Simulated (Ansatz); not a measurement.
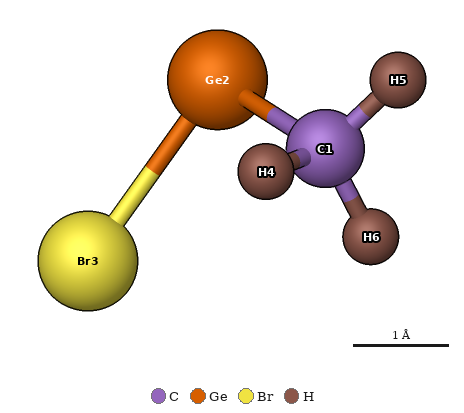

Figure 1. The structure as given in the input (ball-and-stick view, seen at a tilt; atoms are numbered from 1 in the order of the input). Sticks mark near contacts. Bond lengths as drawn: Br–Ge 2.36 Å, C–Ge 1.98 Å and C–H 1.09 Å.

## Two runs on CH3BrGe

System: CH3BrGe, SMILES [CH3][Ge][Br].
Method of run A: RKS B2PLYP (frozen core)/def2-TZVPP (Ansatz 0.2.0).

The geometry comes from this level: PBE0-D4/def2-TZVP. Text and figures count atoms from 1; the logs count them from 0 in places.

Input file, run A:
```yaml
crystal:
  periodic: [false, false, false]
  atoms:
    - {symbol: C, position_ang: [-0.427645, 0.399023, -0.270724]}
    - {symbol: Ge, position_ang: [0.170794, -0.356330, 1.464641]}
    - {symbol: Br, position_ang: [1.884391, -1.715078, 0.583775]}
    - {symbol: H, position_ang: [0.401590, 0.936157, -0.741181]}
    - {symbol: H, position_ang: [-1.269745, 1.080840, -0.133552]}
    - {symbol: H, position_ang: [-0.717286, -0.408611, -0.949159]}
basis:
  gaussian: {orbitals: def2-TZVPP}
hamiltonian: {xc: {name: B2PLYP}}
```

Hardware: 2 CPU threads, shared host.

Output (run A):
```
Functional definition: B2PLYP
  parameter a = 0.53
  parameter c = 0.27
  exchange = (1 - a)*b88_x + a*exact_x
  correlation = (1 - c)*lyp_c + c*(mp2_os + mp2_ss)
1061 factors; integrals over basis functions are off by at most 1.1e-3 eV
mean field evaluation 1: about -127619.8415 eV, gradient 4.3e1 eV
mean field evaluation 2: about -127619.9000 eV, gradient 4.3e1 eV
mean field evaluation 4: about -127624.2461 eV, gradient 3.2e0 eV
mean field evaluation 8: about -127624.2689 eV, gradient 7.6e-2 eV
mean field evaluation 16: about -127624.2689 eV, gradient 5.3e-5 eV
mean field -127624.26891421 eV, -4690.1053757609 hartree, gradient 5.2e-6 eV, S^2 0.000000; 0 other end points of the search recorded, 0 dependent functions left out
19 core orbitals not correlated: weight in the atoms' cores, before any rotation towards them, 1.000 or more for the frozen orbitals, at most 0.000 for the correlated occupied ones
reference -127624.26906159 eV, -4690.1053811768 hartree; 19, 19 occupied and 131, 131 virtual orbitals, 1061 factors
second order -22.37601393 eV of doubles, -0.00000000 eV of singles
Total energy: -127630.31058535 eV, -4690.3274030798 hartree
```

The input of run B differs as follows (lines with − go, lines with + come):
```diff
-hamiltonian: {xc: {name: B2PLYP}}
+hamiltonian: {xc: {name: PBE-QIDH}}
```

How does run B compare with run A?

The total energies belong to different methods, so their difference says nothing on which is more stable or more accurate. The functional changes from B2PLYP to PBE-QIDH.

Output (run B):
```
Functional definition: PBE-QIDH
  parameter a = 3^(-1/3)
  parameter c = 1/3
  exchange = (1 - a)*pbe_x + a*exact_x
  correlation = (1 - c)*pbe_c + c*(mp2_os + mp2_ss)
1061 factors; integrals over basis functions are off by at most 1.1e-3 eV
mean field evaluation 1: about -127607.4299 eV, gradient 3.6e1 eV
mean field evaluation 2: about -127607.5032 eV, gradient 3.6e1 eV
mean field evaluation 4: about -127610.6321 eV, gradient 2.7e0 eV
mean field evaluation 8: about -127610.6559 eV, gradient 2.5e-1 eV
mean field evaluation 16: about -127610.6562 eV, gradient 1.5e-4 eV
mean field -127610.65619794 eV, -4689.6051176648 hartree, gradient 8.6e-6 eV, S^2 0.000000; 0 other end points of the search recorded, 0 dependent functions left out
19 core orbitals not correlated: weight in the atoms' cores, before any rotation towards them, 1.000 or more for the frozen orbitals, at most 0.000 for the correlated occupied ones
reference -127610.65620816 eV, -4689.6051180403 hartree; 19, 19 occupied and 131, 131 virtual orbitals, 1061 factors
second order -20.79722804 eV of doubles, -0.00000000 eV of singles
Total energy: -127617.58861750 eV, -4689.8598793848 hartree
```

The two runs side by side:

| quantity | run A | run B |
| --- | --- | --- |
| outcome | converged | converged |
| total energy (hartree) | −4690.327403 | −4689.859879 |
| basis functions | 169 | 169 |
| wall time (shared host) | 4.1 s | 4.2 s |
